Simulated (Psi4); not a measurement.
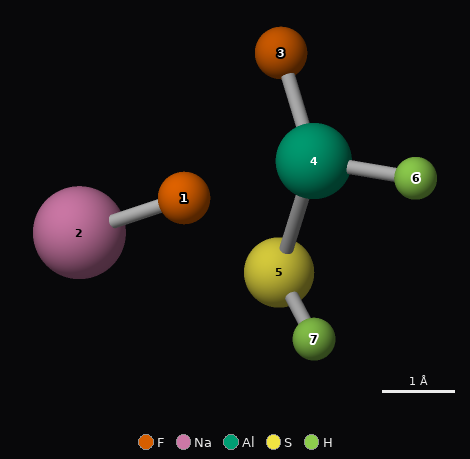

*The structure as given in the input (ball-and-stick view, seen at a tilt; atoms are numbered from 1 in the order of the input). Sticks mark near contacts.*

Bond lengths as drawn: Al–F 1.67 Å, Al–H 1.52 Å, Al–S 2.29 Å, F–Na 1.97 Å and H–S 1.33 Å.

## Interaction calculation, with input and output: AlNaH$_{2}$SF$_{2}$ (part 1 of 2)

System: AlNaH$_{2}$SF$_{2}$.
Method: B97-3c/def2-mTZVP, RKS (Psi4 1.11).

The geometry comes from this level: GFN2-xTB.

The input (calc.in):
```
memory 1.6 GB

molecule geom {
  0 1
  F     -0.387930     1.300230    -0.750690
  Na    -1.030460     1.637800     1.083340
  --
  0 1
  F     -1.386010    -1.711730    -0.819490
  Al     0.142650    -1.051170    -0.723740
  S      0.900070    -1.156970     1.437400
  H      1.249250    -1.573280    -1.621240
  H      2.021210    -0.570120     1.040560
  units angstrom
  symmetry c1
  no_reorient
  no_com
}


e_tot = energy('b97-3c', bsse_type='nocp')
```

Run on 1 thread of AMD EPYC (Zen 3), 24 GiB of memory available, shared host.

Launch command:
```bash
psi4 calc.in calc.out -n 1
```

The program's output:
```
Psi4 1.11 release

  //>>>>>>>>>>>>>>>>>>>>>>>>>>>>>>>>>>>//
  //   ManyBody Setup: N-Body Levels 2 //
  //<<<<<<<<<<<<<<<<<<<<<<<<<<<<<<<<<<<//

    Model chemistry "(auto)" (§A):          3
        Number of 1-body computations:      2 (nocp: 2, cp: 0, vmfc_compute: 0)
        Number of 2-body computations:      1 (nocp: 1, cp: 0, vmfc_compute: 0)

    -----------------------------------------------------------------------
                               Psi4 1.11 release

    h
    h
    h

    -----------------------------------------------------------------------

    Memory:     1.5 GiB
    Threads:    1
                ecpint, einsums, f̶o̶r̶t̶e̶, gauxc, gcp, g̶d̶m̶a̶, geometric, g̶p̶u̶_̶d̶f̶c̶c̶,
                i̶n̶t̶e̶g̶r̶a̶t̶o̶r̶x̶x̶, i̶p̶i̶, libefp, m̶d̶i̶, m̶p̶2̶d̶, m̶r̶c̶c̶, ooo,
                o̶p̶e̶n̶f̶e̶r̶m̶i̶o̶n̶p̶s̶i̶4̶, pcmsolver, p̶s̶i̶4̶f̶o̶c̶k̶c̶i̶, p̶s̶i̶x̶a̶s̶,
                p̶y̶e̶i̶n̶s̶u̶m̶s̶, r̶e̶s̶p̶, s̶i̶m̶i̶n̶t̶, s̶n̶s̶m̶p̶2̶,
                v̶2̶r̶d̶m̶_̶c̶a̶s̶s̶c̶f̶

   => Loading Basis Set <=

    Name: DEF2-MTZVP
    Role: ORBITAL
    Keyword: BASIS

   => B973C: Empirical Dispersion <=

        s6 =       1.000000
        s8 =       1.500000
        a1 =       0.370000
        a2 =       4.100000
        s9 =       1.000000

         ---------------------------------------------------------
                                   SCF
                              RKS Reference
                        1 Threads,   1525 MiB Core
         ---------------------------------------------------------

  ==> Geometry <==

    Molecular point group: c1
    Full point group: C1

    Geometry (in Bohr), charge = 0, multiplicity = 1:

       Center              X                  Y                   Z               Mass
    ------------   -----------------  -----------------  -----------------  -----------------
         F           -0.733081455849     2.457078600104    -1.418598505120    18.998403162730
         NA          -1.947287183239     3.094993448275     2.047215900753    22.989769282000

  Running in c1 symmetry.

  Rotational constants: A =      0.55879  B =      0.13111  C =      0.10619 [cm^-1]
  Rotational constants: A =  16752.09602  B =   3930.57325  C =   3183.59974 [MHz]
  Nuclear repulsion =   26.560460931578870

  Charge       = 0
  Multiplicity = 1
  Electrons    = 20
  Nalpha       = 10
  Nbeta        = 10

  ==> Algorithm <==

  SCF Algorithm Type is DF.
  DIIS enabled.
  MOM disabled.
  Fractional occupation disabled.
  Guess Type is SAD.
  Energy threshold   = 1.00e-06
  Density threshold  = 1.00e-06
  Integral threshold = 1.00e-12

  ==> Primary Basis <==

  Basis Set: DEF2-MTZVP
    Blend: DEF2-MTZVP
    Number of shells: 17
    Number of basis functions: 33
    Number of Cartesian functions: 34
    Spherical Harmonics?: true
    Max angular momentum: 2

  ==> DFT Potential <==

   => LibXC <=

    Version 7.1.2

   => Composite Functional: B973C <=

    Deriv               =              1
    GGA                 =           TRUE
    Meta                =          FALSE

    Exchange Hybrid     =          FALSE
    MP2 Hybrid          =          FALSE

   => Exchange-Correlation Functionals <=

   => LibXC Density Thresholds  <==

    XC_GGA_XC_B97_3C:  1.00E-14

   => Molecular Quadrature <=

    Radial Scheme          =       TREUTLER
    Pruning Scheme         =           NONE
    Nuclear Scheme         =       TREUTLER

    Blocking Scheme        =         OCTREE
    BS radius alpha        =              1
    Pruning alpha          =              1
    Radial Points          =             75
    Spherical Points       =            302
    Total Points           =          43758
    Total Blocks           =            393
    Max Points             =            255
    Max Functions          =             32
    Weights Tolerance      =       1.00E-15

   => Loading Basis Set <=

    Name: (DEF2-MTZVP AUX)
    Role: JKFIT
    Keyword: DF_BASIS_SCF

  ==> Integral Setup <==

  DFHelper Memory: AOs need 0.002 GiB; user supplied 1.083 GiB.
  SCF_SUBTYPE=INCORE selected. In-core MEM_DF algorithm will be used.
  Using in-core AOs.

  ==> MemDFJK: Density-Fitted J/K Matrices <==

    J tasked:                   Yes
    K tasked:                    No
    wK tasked:                   No
    Memory [MiB]:              1109
    Algorithm:                 Core
    Schwarz Cutoff:           1E-12
    Mask sparsity (%):       0.5510
    Fitting Condition:        1E-10

   => Auxiliary Basis Set <=

  Basis Set: (DEF2-MTZVP AUX)
    Blend: DEF2-UNIVERSAL-JKFIT
    Number of shells: 59
    Number of basis functions: 189
    Number of Cartesian functions: 230
    Spherical Harmonics?: true
    Max angular momentum: 4

  Cached 100.0% of DFT collocation blocks in 0.034 [GiB].

  Minimum eigenvalue in the overlap matrix is 2.2124173799E-02.
  Reciprocal condition number of the overlap matrix is 6.8853310210E-03.
    Using symmetric orthogonalization.

  ==> Pre-Iterations <==

  SCF Guess: Superposition of Atomic Densities via on-the-fly atomic UHF (no occupation information).

   -------------------------
    Irrep   Nso     Nmo
   -------------------------
     A         33      33
   -------------------------
    Total      33      33
   -------------------------

  ==> Iterations <==

                           Total Energy        Delta E     RMS |[F,P]|

   @DF-RKS iter SAD:  -261.67105284778620   -2.61671e+02   0.00000e+00
   @DF-RKS iter   1:  -261.88389573540383   -2.12843e-01   2.20911e-02 ADIIS/DIIS
   @DF-RKS iter   2:  -252.18224145004268    9.70165e+00   8.15469e-02 ADIIS/DIIS
   @DF-RKS iter   3:  -261.88268330854845   -9.70044e+00   2.41023e-02 ADIIS/DIIS
   @DF-RKS iter   4:  -262.04769909234841   -1.65016e-01   6.94147e-03 ADIIS/DIIS
   @DF-RKS iter   5:  -262.06582543637978   -1.81263e-02   1.79360e-03 ADIIS/DIIS
   @DF-RKS iter   6:  -262.06728301576760   -1.45758e-03   1.34246e-04 ADIIS/DIIS
   @DF-RKS iter   7:  -262.06728882698701   -5.81122e-06   5.56079e-05 DIIS
   @DF-RKS iter   8:  -262.06729020971670   -1.38273e-06   4.14876e-06 DIIS
   @DF-RKS iter   9:  -262.06729021594617   -6.22947e-09   4.98363e-07 DIIS
  Energy and wave function converged.

  ==> Post-Iterations <==

   Electrons on quadrature grid:
      Ntotal   =   20.0000228973 ; deviation = 2.290e-05

    Orbital Energies [Eh]
    ---------------------

    Doubly Occupied:

       1A    -37.913730     2A    -24.025030     3A     -2.092949
       4A     -1.067018     5A     -1.067018     6A     -1.063157
       7A     -0.846239     8A     -0.179608     9A     -0.169482
      10A     -0.169482

    Virtual:

      11A     -0.071279    12A      0.025186    13A      0.025186
      14A      0.044831    15A      0.076067    16A      0.637525
      17A      0.637525    18A      0.652737    19A      0.716266
      20A      0.933476    21A      0.933476    22A      1.098062
      23A      2.134216    24A      2.134216    25A      2.139736
      26A      2.139753    27A      2.206329    28A      3.208941
      29A      3.229997    30A      3.229997    31A      3.422724
      32A      3.744581    33A     56.339783

    Final Occupation by Irrep:
              A
    DOCC [    10 ]
    NA   [    10 ]
    NB   [    10 ]

  @DF-RKS Final Energy:  -262.06729021594617

   => Energetics <=

    Nuclear Repulsion Energy =             26.5604609315788700
    One-Electron Energy =                -422.6231858376860373
    Two-Electron Energy =                 158.8748329645934803
    DFT Exchange-Correlation Energy =     -24.8782575342504266
    Empirical Dispersion Energy =          -0.0011407401820303
    VV10 Nonlocal Energy =                  0.0000000000000000
    Total Energy =                       -262.0672902159461728

Computation Completed

Properties will be evaluated at   0.000000,   0.000000,   0.000000 [a0]

Properties computed using the SCF density matrix

 Multipole Moments:

 ------------------------------------------------------------------------------------
     Multipole            Electronic (a.u.)      Nuclear  (a.u.)        Total (a.u.)
 ------------------------------------------------------------------------------------

 L = 1.  Multiply by 2.5417464519 to convert [e a0] to [Debye]
 Dipole X            :         26.9962621          -28.0178921           -1.0216300
 Dipole Y            :        -55.6218952           56.1586353            0.5367401
 Dipole Z            :         -6.8358598            9.7519884            2.9161286
 Magnitude           :                                                    3.1361798

 ------------------------------------------------------------------------------------

	total time  =          2 seconds =       0.03 minutes

    Psi4 run time: 0:00:01.49

    -----------------------------------------------------------------------
                               Psi4 1.11 release

    h
    h
    h

    -----------------------------------------------------------------------

    Memory:     1.5 GiB
    Threads:    1
                ecpint, einsums, f̶o̶r̶t̶e̶, gauxc, gcp, g̶d̶m̶a̶, geometric, g̶p̶u̶_̶d̶f̶c̶c̶,
                i̶n̶t̶e̶g̶r̶a̶t̶o̶r̶x̶x̶, i̶p̶i̶, libefp, m̶d̶i̶, m̶p̶2̶d̶, m̶r̶c̶c̶, ooo,
                o̶p̶e̶n̶f̶e̶r̶m̶i̶o̶n̶p̶s̶i̶4̶, pcmsolver, p̶s̶i̶4̶f̶o̶c̶k̶c̶i̶, p̶s̶i̶x̶a̶s̶,
                p̶y̶e̶i̶n̶s̶u̶m̶s̶, r̶e̶s̶p̶, s̶i̶m̶i̶n̶t̶, s̶n̶s̶m̶p̶2̶,
                v̶2̶r̶d̶m̶_̶c̶a̶s̶s̶c̶f̶

  ==> Geometry <==

    Molecular point group: c1
    Full point group: C1

    Geometry (in Bohr), charge = 0, multiplicity = 1:

       Center              X                  Y                   Z               Mass
    ------------   -----------------  -----------------  -----------------  -----------------
         F           -2.619179307146    -3.234700900730    -1.548611662551    18.998403162730
         AL           0.269569431797    -1.986423411298    -1.367670386039    26.981538530000
         S            1.700885793741    -2.186356435371     2.716292332733    31.972071174400
         H            2.360740362228    -2.973068318660    -3.063699583637     1.007825032230
         H            3.819533342037    -1.077370658646     1.966373417106     1.007825032230

  Running in c1 symmetry.

  Rotational constants: A =      0.11097  B =      0.10217  C =      0.06109 [cm^-1]
  Rotational constants: A =   3326.87793  B =   3062.94925  C =   1831.44698 [MHz]
  Nuclear repulsion =  127.856704091492176

  Charge       = 0
  Multiplicity = 1
  Electrons    = 40
  Nalpha       = 20
  Nbeta        = 20

  ==> Primary Basis <==

  Basis Set: DEF2-MTZVP
    Blend: DEF2-MTZVP
    Number of shells: 35
    Number of basis functions: 69
    Number of Cartesian functions: 72
    Spherical Harmonics?: true
    Max angular momentum: 2

   => Molecular Quadrature <=

    Radial Scheme          =       TREUTLER
    Pruning Scheme         =           NONE
    Nuclear Scheme         =       TREUTLER

    Blocking Scheme        =         OCTREE
    BS radius alpha        =              1
    Pruning alpha          =              1
    Radial Points          =             75
    Spherical Points       =            302
    Total Points           =         108948
    Total Blocks           =            883
    Max Points             =            256
    Max Functions          =             66
    Weights Tolerance      =       1.00E-15

  ==> Integral Setup <==
```
